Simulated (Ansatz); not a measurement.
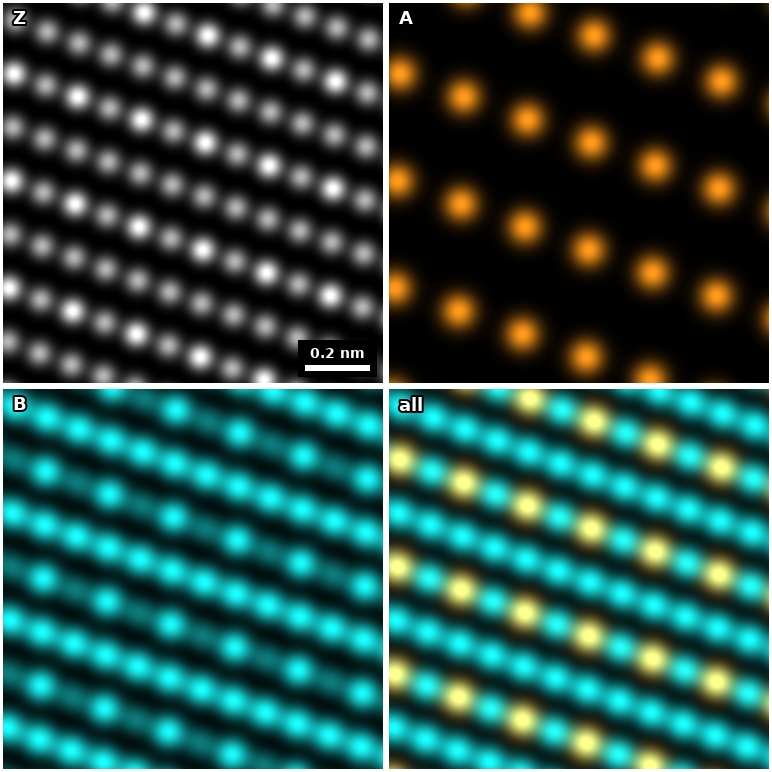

Mg₇Cl (Fm-3m, No. 225) along [221]. Panel Z: The image is simulated as a sum over atoms of Z^1.8, blurred by a 0.66 Å probe (no channelling). The other panels are simulated element maps (the number of atoms of one element along the beam, blurred by 0.9 Å; each on its own scale, no channelling); the last overlays them. Structure used: the geometry relaxed with DFT PBE, scalar-relativistic, plane waves, PAW in Ansatz; the starting structure was generated, so it need not be a known form of this composition.

```
CELL_PARAMETERS angstrom
9.08607 0.00000 0.00000
0.00000 9.08607 0.00000
0.00000 0.00000 9.08607
ATOMIC_POSITIONS crystal
Mg 0.00000 0.75000 0.75000
Mg 0.00000 0.25000 0.75000
Mg 0.75000 0.00000 0.75000
Mg 0.25000 0.00000 0.75000
Mg 0.25000 0.25000 0.00000
Mg 0.25000 0.75000 0.00000
Mg 0.50000 0.00000 0.00000
Cl 0.00000 0.00000 0.00000
Mg 0.00000 0.25000 0.25000
Mg 0.00000 0.75000 0.25000
Mg 0.75000 0.50000 0.25000
Mg 0.25000 0.50000 0.25000
Mg 0.25000 0.75000 0.50000
Mg 0.25000 0.25000 0.50000
Mg 0.50000 0.50000 0.50000
Cl 0.00000 0.50000 0.50000
Mg 0.50000 0.75000 0.25000
Mg 0.50000 0.25000 0.25000
Mg 0.25000 0.00000 0.25000
Mg 0.75000 0.00000 0.25000
Mg 0.75000 0.25000 0.50000
Mg 0.75000 0.75000 0.50000
Mg 0.00000 0.00000 0.50000
Cl 0.50000 0.00000 0.50000
Mg 0.50000 0.25000 0.75000
Mg 0.50000 0.75000 0.75000
Mg 0.25000 0.50000 0.75000
Mg 0.75000 0.50000 0.75000
Mg 0.75000 0.75000 0.00000
Mg 0.75000 0.25000 0.00000
Mg 0.00000 0.50000 0.00000
Cl 0.50000 0.50000 0.00000
```

Which element does each lettered map show?

A: Cl, B: Mg. The projected cell (2.14 × 3.39 Å, 108°) holds 4 columns: 3 of Mg and 1 of Cl + Mg. Columns shared by several elements: Cl + Mg.
